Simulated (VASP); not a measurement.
Band structure of LiF (rock salt). Method: SCAN meta-GGA, VASP's PBE PAW potentials (set 64) (plane waves; VASP).

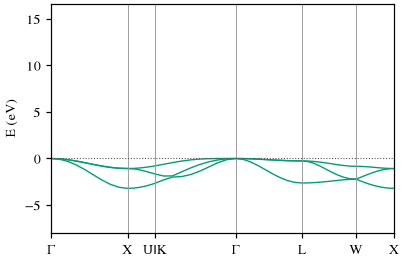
Fig. 1. Bands along high-symmetry lines, zero at the valence-band maximum or, without a gap, the Fermi level

Problem. Read the plot: is there a gap, and where are the band edges?

Solution. The gap is direct, 10.64 eV, from the valence maximum at Γ to the conduction minimum at Γ.

Measured: gap 15.35 eV (computed value off by -4.71 eV), as given by Wei Chen et al., Physical Review Materials (2018), doi:10.1103/physrevmaterials.2.073803 [zero-point renormalisation of 1.15 eV added back (the table's ZPR column)].

The compound is LiF in the rock salt structure. It was relaxed first.
